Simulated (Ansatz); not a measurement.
**Mg3Sb2 (A-La2O3 type, space group P-3m1): energy over volume and axial ratio**

Mg₃Sb₂ (A-La2O3 type, space group P-3m1)

```cif
data_Mg3Sb2
_chemical_formula_sum 'Sb2 Mg3'
_space_group_name_H-M_alt 'P-3m1'
_space_group_IT_number 164
_space_group_name_Hall '-P 3 2"'
_cell_length_a 4.56691
_cell_length_b 4.56691
_cell_length_c 7.24702
_cell_angle_alpha 90.000
_cell_angle_beta 90.000
_cell_angle_gamma 120.000
loop_
_atom_site_label
_atom_site_type_symbol
_atom_site_symmetry_multiplicity
_atom_site_Wyckoff_symbol
_atom_site_fract_x
_atom_site_fract_y
_atom_site_fract_z
_atom_site_occupancy
Sb1 Sb 2 d 0.33333 0.66667 0.22875 1
Mg1 Mg 1 a 0.00000 0.00000 0.00000 1
Mg2 Mg 2 d 0.66667 0.33333 0.36646 1
```

Two coordinates are scanned: the volume, and the ratio of the stretch along z (the conventional c axis) to the stretch across it. Atoms keep their fractional coordinates.

The numbers are results of r2SCAN (plane waves to 500 eV, PAW, scalar-relativistic; Ansatz, a first-principles code), not measurements. k mesh 12×12×7 (Γ-centred), Fermi-Dirac smearing 0.05 eV. E stands for the smeared free energy. As the atoms are clamped, bonds stretch with the cell, which overstates energies and stresses. Mg3Sb2 was relaxed with its symmetry unable to fall. Spin-orbit coupling is left out, though Sb is heavy. ΔE is measured from the relaxed starting cell.

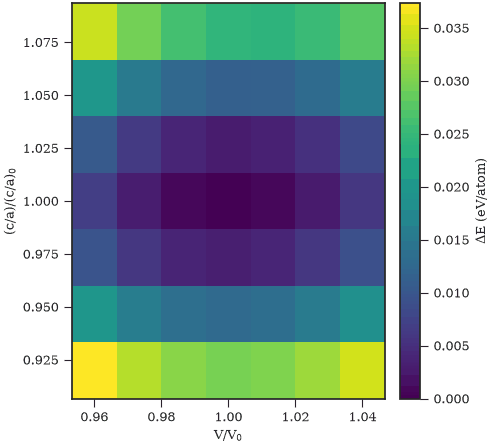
ΔE (eV/atom) over the 7×7 grid of computed points.

The modulus against c/a change at fixed volume, (3/4V)·∂²E/∂(ln c/a)² (fit, atoms clamped) is 39 GPa, an upper bound as the atoms could relax. Lowest place on the grid: V/V₀ = 1.000, (c/a)/(c/a)₀ = 1.000 (0.0 meV/atom). Highest place on the grid: V/V₀ = 0.960, (c/a)/(c/a)₀ = 0.920 (37.3 meV/atom).

Near the relaxed cell σzz − σxx = −2Cδ (compression positive), C being this modulus and δ the logarithm of the ratio.

(Under strain, the slope of the energy per volume gives the stress and its curvature an elastic modulus.)
